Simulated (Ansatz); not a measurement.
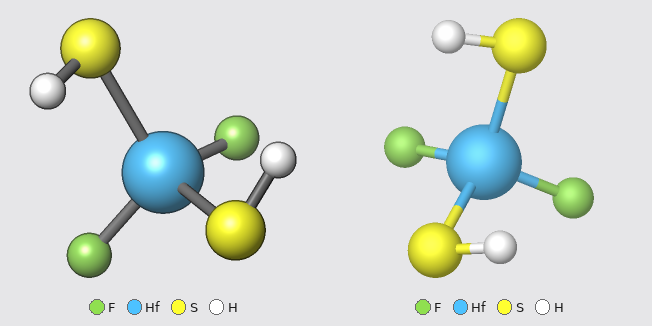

The same structure drawn twice, from different directions.

Charge 0, singlet.

Give the formula.

Answer. F2H2HfS2, 7 atoms: 2 fluorine, 2 hydrogen, 1 hafnium and 2 sulfur.

Write the SMILES.

Answer. [F][Hf]([F])([SH])[SH]

How many bonds of each kind are drawn?

Answer. 2 F–Hf, 2 Hf–S, 2 S–H.

More results for the same structure follow; atom numbers are the same in all pictures, views and colours differ. The geometry was computed by an optimisation with PBE0-D4/def2-TZVP.

Geometry

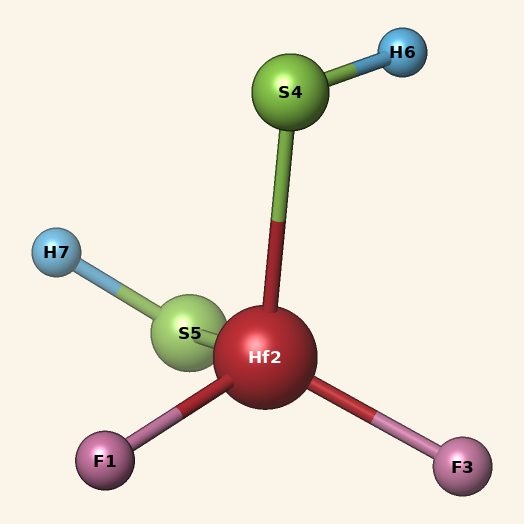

S5 lies behind Hf2. The molecule seen a little off the Hf2–S5 bond, Hf2 in front. Depth is shown by fading: the farther an atom, the more it takes the colour of the background.

What is the torsion angle S4–Hf2–S5–H7? The sign is positive where the front bond must turn clockwise to cover the back bond.

Answer. −59°, synclinal (gauche).

Charges

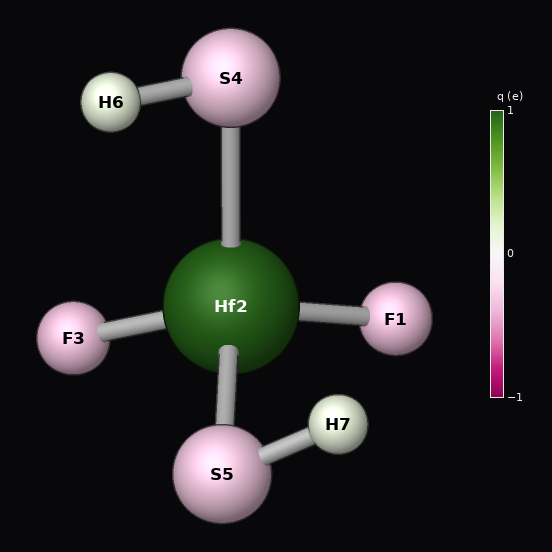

Atoms are coloured by their Mulliken charges. Level of theory: RKS B3LYP-D4/def2-TZVPP, core potentials on Hf (Ansatz 0.2.0).

List the Mulliken charges.

```csv
atom,value (e)
F1,−0.32
Hf2,0.99
F3,−0.32
S4,−0.29
S5,−0.29
H6,0.12
H7,0.12
```

Vibrations

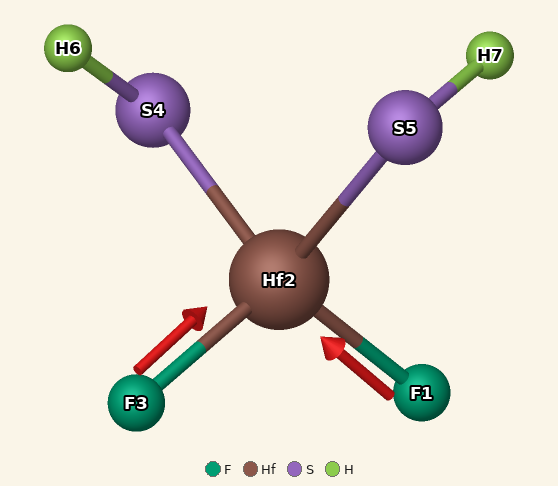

The arrows show one normal mode. Harmonic vibrations computed with RKS PBE0-D4/def2-TZVP, core potentials on Hf (Ansatz 0.2.0) at a stationary point of the same level.

Describe the motion.

Answer. Mostly in-phase stretching of 2 Hf–F bonds.

At what wavenumber does it lie?

Answer. 661 cm⁻¹; it is mode 13 of 15 counted from the lowest.

Levels of theory compared

Program: Ansatz 0.2.0.

At this fixed geometry, give HOMO–LUMO gap (eV), dipole (D) at these levels: B3LYP-D4/def2-TZVPP; PBE-D4/def2-TZVPP; r2SCAN-D4/def2-TZVPP; ωB97M-V/def2-TZVPP.

```csv
level,HOMO–LUMO gap (eV),dipole (D)
B3LYP-D4/def2-TZVPP,5.70,0.76
PBE-D4/def2-TZVPP,4.08,0.69
r2SCAN-D4/def2-TZVPP,4.59,0.69
ωB97M-V/def2-TZVPP,10.45,0.61
```

Mulliken values depend strongly on the basis set and can even reverse the polarity of a bond.
